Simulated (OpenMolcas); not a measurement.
**How basis sets differ on CH5FOSi (SMILES C[SiH](O)F)**

The species is CH5FOSi (9 atoms), meant as a singlet with charge 0. As SMILES, `C[SiH](O)F`. The coordinates come from a PBE0-D4/def2-TZVP relaxation. This is one conformer, not always the lowest.

```xyz
9

C    -1.0592    0.3827    0.2021
Si    0.5987   -0.0594   -0.4917
O     1.6998   -0.4260    0.6588
F     0.3861   -1.3192   -1.4572
H    -1.7593    0.6242   -0.6015
H    -0.9821    1.2517    0.8601
H    -1.4840   -0.4450    0.7767
H     1.2140    1.0180   -1.2926
H     1.4746   -1.0731    1.3282
```

Each level gives the dipole moment (D). The values are calculated.

```
            level          kind     program  value (D)  CPU time
      HF/ANO-L-MB  Hartree–Fock  OpenMolcas       1.94     1.6 s
HF/ANO-R0 (sfX2C)  Hartree–Fock  OpenMolcas       2.28     4.1 s
        HF/STO-3G  Hartree–Fock  OpenMolcas       1.46     1.4 s
         HF/3-21G  Hartree–Fock  OpenMolcas       2.67     1.9 s
      HF/def2-SVP  Hartree–Fock  OpenMolcas       2.35     5.5 s
```

The values span 1.46 to 2.67 D. Magnitudes only. Sets without polarisation functions give poor dipoles. CPU times are rough (shared hosts, several kinds of processor and program).

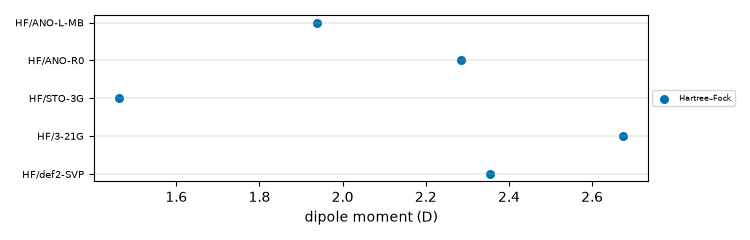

The values of the table, level by level.
